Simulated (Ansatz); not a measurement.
# C on Pt(111): change of the work function, part 2 of 4

Wanted: Δφ(θ) for C/Pt(111), starting from the fcc site.

Ansatz 0.2.0; plane-wave DFT, PBE, Ansatz PAW (set soft_1); PAW set soft_1.

So far, work function, upper face (eV): step 2 (the clean slab) 5.70.

### Step 3. The covered slab, k-mesh 4×4×1, coverage 0.111 ML

System of this step: Pt36C (C/Pt(111)). The cell holds 37 atoms: 36 Pt and 1 C. Its edges and angles: a = 8.316 Å, b = 8.316 Å, c = 26.391 Å, α = 90.0°, β = 90.0°, γ = 60.0°. Vacuum lies along c.

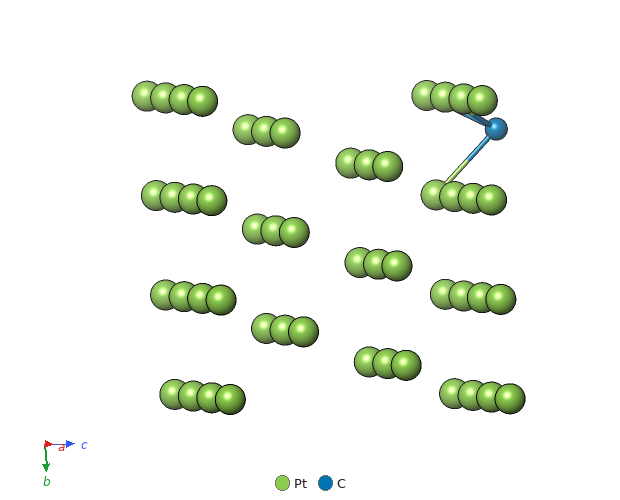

The cell of this step (platinum green, carbon blue). Bonds to atoms that aren't drawn are left out. Some periodic images of atoms are drawn too.

The clean slab as it ended is repeated in the plane and the adsorbate is set on one face; the cell's size fixes the coverage, and the k-mesh shrinks with it to keep the sampling density about even. Adsorbate and upper layers relax, since the dipole depends on the height.

input.yaml reads:

```yaml
crystal:
  lattice:
    - [8.3155757468, 1.0e-10, 0.0]
    - [4.1577878733, 7.2014998438, 0.0]
    - [0.0, 0.0, 26.3905219343]
  atoms:
    - { symbol: Pt, position: [0.0, 0.0, 0.3410315272] }
    - { symbol: Pt, position: [0.1111111111, 0.1111111111, 0.4267900833] }
    - { symbol: Pt, position: [0.2222222222, 0.2222222222, 0.5141881274] }
    - { symbol: Pt, position: [0.0, 0.0, 0.6026750898] }
    - { symbol: Pt, position: [0.0, 0.3333333333, 0.3410315272] }
    - { symbol: Pt, position: [0.1111111111, 0.4444444444, 0.4267900833] }
    - { symbol: Pt, position: [0.2222222222, 0.5555555556, 0.5141881274] }
    - { symbol: Pt, position: [0.0, 0.3333333333, 0.6026750898] }
    - { symbol: Pt, position: [0.0, 0.6666666667, 0.3410315272] }
    - { symbol: Pt, position: [0.1111111111, 0.7777777778, 0.4267900833] }
    - { symbol: Pt, position: [0.2222222222, 0.8888888889, 0.5141881274] }
    - { symbol: Pt, position: [0.0, 0.6666666667, 0.6026750898] }
    - { symbol: Pt, position: [0.3333333333, 0.0, 0.3410315272] }
    - { symbol: Pt, position: [0.4444444444, 0.1111111111, 0.4267900833] }
    - { symbol: Pt, position: [0.5555555556, 0.2222222222, 0.5141881274] }
    - { symbol: Pt, position: [0.3333333333, 0.0, 0.6026750898] }
    - { symbol: Pt, position: [0.3333333333, 0.3333333333, 0.3410315272] }
    - { symbol: Pt, position: [0.4444444444, 0.4444444444, 0.4267900833] }
    - { symbol: Pt, position: [0.5555555556, 0.5555555556, 0.5141881274] }
    - { symbol: Pt, position: [0.3333333333, 0.3333333333, 0.6026750898] }
    - { symbol: Pt, position: [0.3333333333, 0.6666666667, 0.3410315272] }
    - { symbol: Pt, position: [0.4444444444, 0.7777777778, 0.4267900833] }
    - { symbol: Pt, position: [0.5555555556, 0.8888888889, 0.5141881274] }
    - { symbol: Pt, position: [0.3333333333, 0.6666666667, 0.6026750898] }
    - { symbol: Pt, position: [0.6666666667, 0.0, 0.3410315272] }
    - { symbol: Pt, position: [0.7777777778, 0.1111111111, 0.4267900833] }
    - { symbol: Pt, position: [0.8888888889, 0.2222222222, 0.5141881274] }
    - { symbol: Pt, position: [0.6666666667, 0.0, 0.6026750898] }
    - { symbol: Pt, position: [0.6666666667, 0.3333333333, 0.3410315272] }
    - { symbol: Pt, position: [0.7777777778, 0.4444444444, 0.4267900833] }
    - { symbol: Pt, position: [0.8888888889, 0.5555555556, 0.5141881274] }
    - { symbol: Pt, position: [0.6666666667, 0.3333333333, 0.6026750898] }
    - { symbol: Pt, position: [0.6666666667, 0.6666666667, 0.3410315272] }
    - { symbol: Pt, position: [0.7777777778, 0.7777777778, 0.4267900833] }
    - { symbol: Pt, position: [0.8888888889, 0.8888888889, 0.5141881274] }
    - { symbol: Pt, position: [0.6666666667, 0.6666666667, 0.6026750898] }
    - { symbol: C, position: [0.1111111111, 0.1111111111, 0.6589684728] }
kpoints:
  mp_grid: { grid: [4, 4, 1] }
hamiltonian:
  xc: pbe
  pseudopotentials: { kind: paw, azcp: { folder: soft_1 } }
scf:
  occupations: { method: fermi_dirac, width: 0.1 }
  convergence: { dr2_threshold: 1.0e-08 }
efield:
  axis: 3
  dipole_correction: true
  ramp_position: 0.97
  ramp_width: 0.06
relax:
  f_tol: 0.02
  max_steps: 60
  constraints:
    - { sites: [0, 1, 4, 5, 8, 9, 12, 13, 16, 17, 20, 21, 24, 25, 28, 29, 32, 33] }
output:
  write_potential: true
  write_density: true
  volumetric_format: npy
```

Command:

```sh
$ ansatz run input.yaml --threads 4 --pin off --max-ram 16384MiB --backend cpu --events-out ev --progress --plain --runs-dir out
```

Numbers of over 12 decimals in the logs are rounded to 6 here.

What it wrote:

```text
[...]
Crystal: 37 atoms, lattice volume = 1580.386 Å³
Basis set: ecut = 420 eV, 30809 PW (Γ), exchange–correlation on 120×120×360 points (8 copies of the dense FFT grid, shifted against one another)
Bands: 392, of which v1, the nominal top of the filled ones, is band 326 counted from 1 (325 counted from 0)
Symmetry: 6 space group operations
[...]
k-points: 4 of 16 (time reversal used)
[...]
SCF iter   1: F=—  HF=-451142.971823 eV  |F-HF|=—  |Δ(HF+E_count)|=         —  Δρ=5.70e-2  dr2=7.29e1  ethr=3.10e-3  p=0.000 e·Å  D=1.92e-7 V/Å  ΔV_dip=-0.00 eV  dr2_dipole=1.14e0  V_vac-E_F(+/−)=4.68/4.68 eV  ⟨swp⟩=7.5  Hψ=6581  notcnv=0  defer=56
[...]
SCF iter  14: F=-451128.848662 eV  HF=-451128.848662 eV  |F-HF|=2.04e-8  |Δ(HF+E_count)|=   3.16e-8  Δρ=4.42e-7  dr2=6.99e-9  ethr=1.53e-12  p=-0.071 e·Å  D=-8.12e-3 V/Å  ΔV_dip=0.21 eV  dr2_dipole=1.15e-10  V_vac-E_F(+/−)=5.90/5.69 eV  ⟨swp⟩=9.8  Hψ=10499  notcnv=0
SCF 1 converged in 14 iterations: F = -451128.848662 eV  dr2 = 6.99e-9
[...]
relax step   1: F+E_penalty+E_count = -451128.84866191 eV  Δ(F+E_penalty+E_count) = +0.000e0 eV  max|allowed force component| = 3.807e0 eV/Å  Δτ_max = 0.0000 Å  (14 SCF iters, accepted)
[...]
SCF iter  13: F=-451129.713241 eV  HF=-451129.713241 eV  |F-HF|=1.22e-8  |Δ(HF+E_count)|=   2.63e-8  Δρ=3.26e-7  dr2=3.92e-9  ethr=1.53e-12  p=-0.050 e·Å  D=-5.75e-3 V/Å  ΔV_dip=0.15 eV  dr2_dipole=2.07e-12  V_vac-E_F(+/−)=5.84/5.69 eV  ⟨swp⟩=9.0  Hψ=9552  notcnv=0
SCF 2 converged in 13 iterations: F = -451129.713241 eV  dr2 = 3.92e-9
[...]
relax step   2: F+E_penalty+E_count = -451129.71324102 eV  Δ(F+E_penalty+E_count) = -8.646e-1 eV  max|allowed force component| = 2.267e0 eV/Å  Δτ_max = 0.1902 Å  (13 SCF iters, accepted)
SCF iter   1: F=—  HF=-451130.012775 eV  |F-HF|=—  |Δ(HF+E_count)|=         —  Δρ=3.86e-3  dr2=2.39e-1  ethr=3.26e-4  p=-0.050 e·Å  D=-5.75e-3 V/Å  ΔV_dip=0.15 eV  dr2_dipole=3.85e-3  V_vac-E_F(+/−)=5.84/5.69 eV  ⟨swp⟩=4.0  Hψ=4306  notcnv=0  defer=138
[...]
SCF iter  12: F=-451129.945368 eV  HF=-451129.945368 eV  |F-HF|=2.12e-8  |Δ(HF+E_count)|=   4.17e-8  Δρ=3.67e-7  dr2=5.95e-9  ethr=1.53e-12  p=-0.016 e·Å  D=-1.78e-3 V/Å  ΔV_dip=0.05 eV  dr2_dipole=3.62e-10  V_vac-E_F(+/−)=5.73/5.69 eV  ⟨swp⟩=9.0  Hψ=9602  notcnv=0
SCF 3 converged in 12 iterations: F = -451129.945368 eV  dr2 = 5.95e-9
relax step   3: F+E_penalty+E_count = -451129.94536801 eV  Δ(F+E_penalty+E_count) = -2.321e-1 eV  max|allowed force component| = 9.570e-1 eV/Å  Δτ_max = 0.1947 Å  (12 SCF iters, accepted)
[...]
relax step   4: F+E_penalty+E_count = -451130.02214672 eV  Δ(F+E_penalty+E_count) = -7.678e-2 eV  max|allowed force component| = 2.095e-1 eV/Å  Δτ_max = 0.0782 Å  (11 SCF iters, accepted)
[...]
relax step   5: F+E_penalty+E_count = -451130.04236060 eV  Δ(F+E_penalty+E_count) = -2.021e-2 eV  max|allowed force component| = 1.569e-1 eV/Å  Δτ_max = 0.0892 Å  (11 SCF iters, accepted)
SCF iter   1: F=—  HF=-451130.048457 eV  |F-HF|=—  |Δ(HF+E_count)|=         —  Δρ=5.50e-4  dr2=4.52e-3  ethr=4.85e-6  p=-0.004 e·Å  D=-5.14e-4 V/Å  ΔV_dip=0.01 eV  dr2_dipole=3.32e-4  V_vac-E_F(+/−)=5.69/5.68 eV  ⟨swp⟩=3.0  Hψ=2901  notcnv=0  defer=138
[...]
SCF iter   9: F=-451130.044851 eV  HF=-451130.044851 eV  |F-HF|=1.63e-8  |Δ(HF+E_count)|=   4.24e-8  Δρ=4.03e-7  dr2=7.36e-9  ethr=1.53e-12  p=-0.004 e·Å  D=-4.84e-4 V/Å  ΔV_dip=0.01 eV  dr2_dipole=7.42e-11  V_vac-E_F(+/−)=5.69/5.68 eV  ⟨swp⟩=7.2  Hψ=10231  notcnv=0
SCF 6 converged in 9 iterations: F = -451130.044851 eV  dr2 = 7.36e-9
relax step   6: F+E_penalty+E_count = -451130.04485118 eV  Δ(F+E_penalty+E_count) = -2.491e-3 eV  max|allowed force component| = 1.080e-2 eV/Å  Δτ_max = 0.0125 Å  (9 SCF iters, accepted)
NSCF: frozen V_eff on 4 k-points
[...]
SCF converged after 9 iterations
Free energy (F): -451130.044851 eV
[...]
Internal energy: -451128.156092 eV  (E = F + TS)
E sigma→0 (E₀):  -451129.100472 eV
Entropy (-TS):   -1.888759 eV (-51.048 meV/atom)
Fermi energy:    4.338095 eV
Dipole field:    D = -0.000480 V/Å  (p = -0.004195 e·Å, saw-weighted, corrected)
Work function:   Φ+ = 5.6897 eV   Φ− = 5.6770 eV
[...]
--- Forces (eV/Å), atoms counted from 1 ---
  atom   1  Pt     0.00260991     0.00150683    -0.48194081
  atom   2  Pt     0.00000000    -0.00000000     0.64883201
  atom   3  Pt     0.00250945     0.00144883     0.00090726
  atom   4  Pt    -0.00276017    -0.00159359    -0.01080033
  atom   5  Pt     0.00000000    -0.00301367    -0.48194081
  atom   6  Pt    -0.05826945     0.04261300     0.48563304
  atom   7  Pt    -0.00054257     0.00031325     0.00095505
  atom   8  Pt    -0.00000000     0.00318717    -0.01080033
  atom   9  Pt    -0.01182555     0.00682748    -0.48935816
  atom  10  Pt    -0.06603867     0.02915633     0.48563304
  atom  11  Pt     0.00000000    -0.00289766     0.00090726
  atom  12  Pt     0.00519522    -0.00299946     0.00383710
  atom  13  Pt    -0.00260991     0.00150683    -0.48194081
  atom  14  Pt     0.00776922    -0.07176933     0.48563304
  atom  15  Pt     0.00000000    -0.00062650     0.00095505
  atom  16  Pt     0.00276017    -0.00159359    -0.01080033
  atom  17  Pt     0.00588485     0.00339762    -0.49513120
  atom  18  Pt     0.00000000    -0.00000000     0.37510186
  atom  19  Pt     0.00054257     0.00031325     0.00095505
  atom  20  Pt    -0.00034404    -0.00019863     0.00031597
  atom  21  Pt     0.00000000    -0.00679524    -0.49513120
  atom  22  Pt     0.06603867     0.02915633     0.48563304
  atom  23  Pt     0.00211441    -0.00122075     0.00111418
  atom  24  Pt    -0.00000000     0.00039726     0.00031597
  atom  25  Pt     0.00000000    -0.01365497    -0.48935816
  atom  26  Pt    -0.00776922    -0.07176933     0.48563304
  atom  27  Pt    -0.00250945     0.00144883     0.00090726
  atom  28  Pt    -0.00000000     0.00599892     0.00383710
  atom  29  Pt    -0.00588485     0.00339762    -0.49513120
  atom  30  Pt     0.05826945     0.04261300     0.48563304
  atom  31  Pt    -0.00000000     0.00244151     0.00111418
  atom  32  Pt     0.00034404    -0.00019863     0.00031597
  atom  33  Pt     0.01182555     0.00682748    -0.48935816
  atom  34  Pt     0.00000000    -0.00000000     0.46508707
  atom  35  Pt    -0.00211441    -0.00122075     0.00111418
  atom  36  Pt    -0.00519522    -0.00299946     0.00383710
  atom  37  C     -0.00000000     0.00000000     0.00747157
  max |Σ_I F_I| component: 1.21e-5 eV/Å
--- Band table (eV) ---
  k-point 0: bands = [... 322 lower, 3.9495, 3.9619, 3.9619, 3.9902, 3.9902, 4.0038, 4.0240, 4.0240, ... 62 higher]
  k-point 1: bands = [... 322 lower, 4.1870, 4.1912, 4.2194, 4.2449, 4.2551, 4.3289, 4.3537, 4.3804, ... 62 higher]
  k-point 2: bands = [... 322 lower, 4.2965, 4.3032, 4.3139, 4.3448, 4.5237, 4.5480, 4.5509, 4.6204, ... 62 higher]
  k-point 3: bands = [... 322 lower, 4.2948, 4.3309, 4.3348, 4.3868, 4.4290, 4.4356, 4.4758, 4.4987, ... 62 higher]
--- Relaxed structure (6 steps of the walk, 6 accepted, 0 SCFs on fresh bases) ---
  F+E_penalty+E_count = -451130.04485118 eV   max|allowed force component| = 1.080e-2 eV/Å
  atoms:
    - { symbol: Pt, position: [1.111111328069972e-11, 1.1111113280699722e-11, 0.341032] }
    - { symbol: Pt, position: [0.111111, 0.111111, 0.426790] }
    - { symbol: Pt, position: [0.221558, 0.221558, 0.514868] }
    - { symbol: Pt, position: [-0.00701472, -0.00701472, 0.608164] }
    - { symbol: Pt, position: [1.1111112030448567e-11, 0.333333, 0.341032] }
    - { symbol: Pt, position: [0.111111, 0.444444, 0.426790] }
    - { symbol: Pt, position: [0.221772, 0.555781, 0.513717] }
    - { symbol: Pt, position: [-0.00701472, 0.347363, 0.608164] }
    - { symbol: Pt, position: [-2.2222224060897133e-11, 0.666667, 0.341032] }
    - { symbol: Pt, position: [0.111111, 0.777778, 0.426790] }
    - { symbol: Pt, position: [0.221558, 0.890218, 0.514868] }
    - { symbol: Pt, position: [0.000770595, 0.666281, 0.603230] }
    - { symbol: Pt, position: [0.333333, 1.111111328069972e-11, 0.341032] }
    - { symbol: Pt, position: [0.444444, 0.111111, 0.426790] }
    - { symbol: Pt, position: [0.555781, 0.221772, 0.513717] }
    - { symbol: Pt, position: [0.347363, -0.00701472, 0.608164] }
    - { symbol: Pt, position: [0.333333, 0.333333, 0.341032] }
    - { symbol: Pt, position: [0.444444, 0.444444, 0.426790] }
    - { symbol: Pt, position: [0.555781, 0.555781, 0.513717] }
    - { symbol: Pt, position: [0.335416, 0.335416, 0.601872] }
    - { symbol: Pt, position: [0.333333, 0.666667, 0.341032] }
    - { symbol: Pt, position: [0.444444, 0.777778, 0.426790] }
    - { symbol: Pt, position: [0.553801, 0.889766, 0.515269] }
    - { symbol: Pt, position: [0.335416, 0.662502, 0.601872] }
    - { symbol: Pt, position: [0.666667, -2.2222204306928902e-11, 0.341032] }
    - { symbol: Pt, position: [0.777778, 0.111111, 0.426790] }
    - { symbol: Pt, position: [0.890218, 0.221558, 0.514868] }
    - { symbol: Pt, position: [0.666281, 0.000770595, 0.603230] }
    - { symbol: Pt, position: [0.666667, 0.333333, 0.341032] }
    - { symbol: Pt, position: [0.777778, 0.444444, 0.426790] }
    - { symbol: Pt, position: [0.889766, 0.553801, 0.515269] }
    - { symbol: Pt, position: [0.662502, 0.335416, 0.601872] }
    - { symbol: Pt, position: [0.666667, 0.666667, 0.341032] }
    - { symbol: Pt, position: [0.777778, 0.777778, 0.426790] }
    - { symbol: Pt, position: [0.889766, 0.889766, 0.515269] }
    - { symbol: Pt, position: [0.666281, 0.666281, 0.603230] }
    - { symbol: C, position: [0.111111, 0.111111, 0.640441] }
```

It took 17 min on 4 threads of Arm Neoverse V1, shared host; peak memory 10 GiB.

The steps of the relaxation:

```
step  energy less that of the first step (eV)  largest force component (eV/Å)
   1                                   0.0000                          3.8073
   2                                  -0.8646                          2.2673
   3                                  -1.0967                          0.9570
   4                                  -1.1735                          0.2095
   5                                  -1.1937                          0.1569
   6                                  -1.1962                          0.0108
```

The run keeps the 6 symmetry operations that it works with, so distortions that break them were not tested.

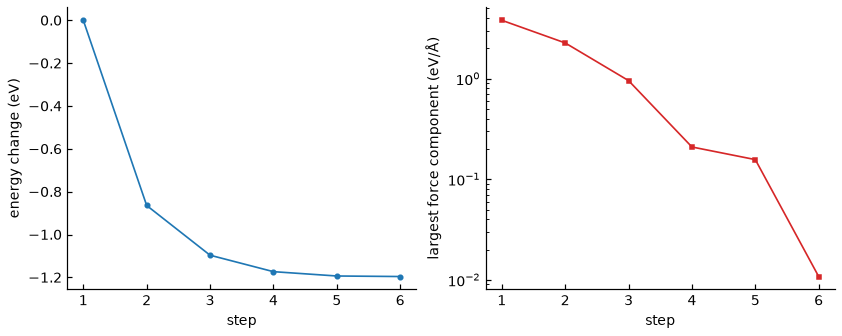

Energy and largest force along the relaxation.

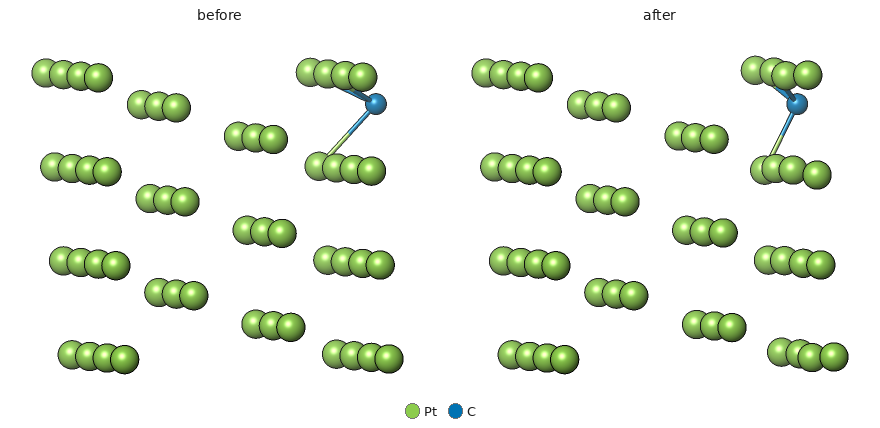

Before and after, at one scale. Bonds to atoms that aren't drawn are left out.

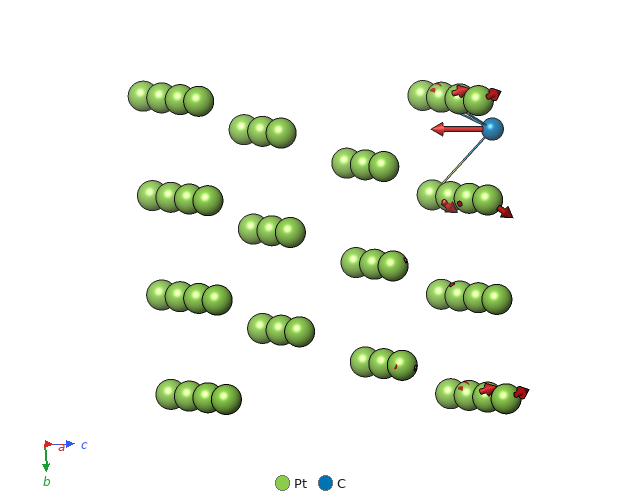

Displacements in the relaxation, exaggerated; the longest in the cell stands for 0.49 Å. Bonds to atoms that aren't drawn are left out. Some periodic images of atoms are drawn too.

The atoms that moved most (Å):

```
atom      dx      dy      dz  length
 C37   0.000   0.000  -0.489   0.489
Pt16   0.087  -0.051   0.145   0.177
 Pt4  -0.087  -0.051   0.145   0.177
 Pt8   0.000   0.101   0.145   0.177
Pt24   0.000  -0.030  -0.021   0.037
Pt20   0.026   0.015  -0.021   0.037
Pt32  -0.026   0.015  -0.021   0.037
Pt35   0.011   0.006   0.029   0.031
```

Final coordinates:

```cif
data_structure
_symmetry_space_group_name_H-M 'P 1'
_symmetry_Int_Tables_number 1
_cell_length_a 8.3156
_cell_length_b 8.3156
_cell_length_c 26.3905
_cell_angle_alpha 90.000
_cell_angle_beta 90.000
_cell_angle_gamma 60.000
_cell_volume 1580.39
loop_
_atom_site_label
_atom_site_type_symbol
_atom_site_fract_x
_atom_site_fract_y
_atom_site_fract_z
_atom_site_occupancy
Pt1 Pt 0.00000 0.00000 0.34103 1
Pt2 Pt 0.11111 0.11111 0.42679 1
Pt3 Pt 0.22156 0.22156 0.51487 1
Pt4 Pt 0.99299 0.99299 0.60816 1
Pt5 Pt 0.00000 0.33333 0.34103 1
Pt6 Pt 0.11111 0.44444 0.42679 1
Pt7 Pt 0.22177 0.55578 0.51372 1
Pt8 Pt 0.99299 0.34736 0.60816 1
Pt9 Pt 0.00000 0.66667 0.34103 1
Pt10 Pt 0.11111 0.77778 0.42679 1
Pt11 Pt 0.22156 0.89022 0.51487 1
Pt12 Pt 0.00077 0.66628 0.60323 1
Pt13 Pt 0.33333 0.00000 0.34103 1
Pt14 Pt 0.44444 0.11111 0.42679 1
Pt15 Pt 0.55578 0.22177 0.51372 1
Pt16 Pt 0.34736 0.99299 0.60816 1
Pt17 Pt 0.33333 0.33333 0.34103 1
Pt18 Pt 0.44444 0.44444 0.42679 1
Pt19 Pt 0.55578 0.55578 0.51372 1
Pt20 Pt 0.33542 0.33542 0.60187 1
Pt21 Pt 0.33333 0.66667 0.34103 1
Pt22 Pt 0.44444 0.77778 0.42679 1
Pt23 Pt 0.55380 0.88977 0.51527 1
Pt24 Pt 0.33542 0.66250 0.60187 1
Pt25 Pt 0.66667 0.00000 0.34103 1
Pt26 Pt 0.77778 0.11111 0.42679 1
Pt27 Pt 0.89022 0.22156 0.51487 1
Pt28 Pt 0.66628 0.00077 0.60323 1
Pt29 Pt 0.66667 0.33333 0.34103 1
Pt30 Pt 0.77778 0.44444 0.42679 1
Pt31 Pt 0.88977 0.55380 0.51527 1
Pt32 Pt 0.66250 0.33542 0.60187 1
Pt33 Pt 0.66667 0.66667 0.34103 1
Pt34 Pt 0.77778 0.77778 0.42679 1
Pt35 Pt 0.88977 0.88977 0.51527 1
Pt36 Pt 0.66628 0.66628 0.60323 1
C37 C 0.11111 0.11111 0.64044 1
```

This step gave:

| Property | Result |
| --- | --- |
| energy at zero smearing | -451129.1005 eV |
| work function, upper face | 5.690 eV |
| dipole along the normal | -0.004195 e·Å |

Running mean over 2.263 Å of the planar mean; the ramp of the sawtooth is left out. Electron's electrostatic potential energy less the Fermi level against z:

```
z (Å)  electron's electrostatic potential energy less the Fermi level (eV)
    4                                                                 5.68
    5                                                                 5.67
    6                                                                 5.62
    7                                                                 4.60
    8                                                                -4.86
    9                                                                -11.5
   10                                                                -11.9
   11                                                                -12.1
   12                                                                -11.6
   13                                                                -11.7
   14                                                                -11.6
   15                                                                -10.8
   16                                                                -11.9
   17                                                                -4.91
   18                                                                 4.38
   19                                                                 5.62
   20                                                                 5.69
   21                                                                 5.69
   22                                                                 5.69
   23                                                                 5.69
```

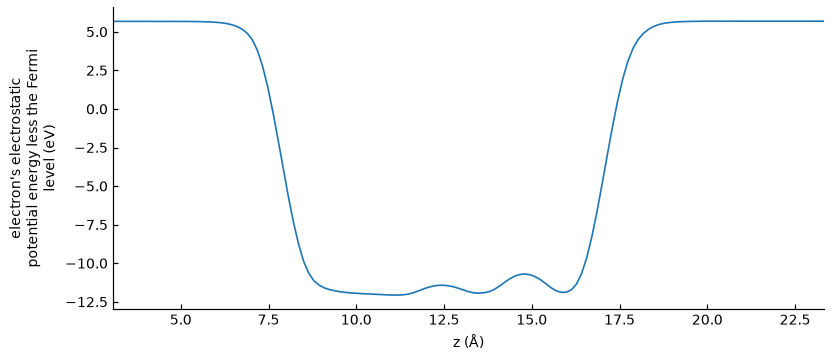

Electron's electrostatic potential energy less the Fermi level, plotted against z.

The relaxation took 6 steps and lowered the energy by 1.2 eV; the largest force on the free atoms ends at 0.011 eV/Å.

The covered face has 5.69 eV, -0.01 eV against the clean one; the bare back face has moved by +0.00 eV, a measure of how thin the slab is.

[end of part 2 of 4]

[Logs are printed without paths, hosts, clocks, repeated set-up lines and the standing remarks that a program may print on its own settings, such as how far it seeks lower states.]

[Hosts, paths, dates, database ids (printed as entryN), source tags and the programs' standing remarks are cut or masked in the printed files.]

[Maps of the electrostatic potential energy from Ansatz leave out the sawtooth potential of an applied field or a dipole correction, so their vacuum need not be flat; planar profiles and work functions include it.]
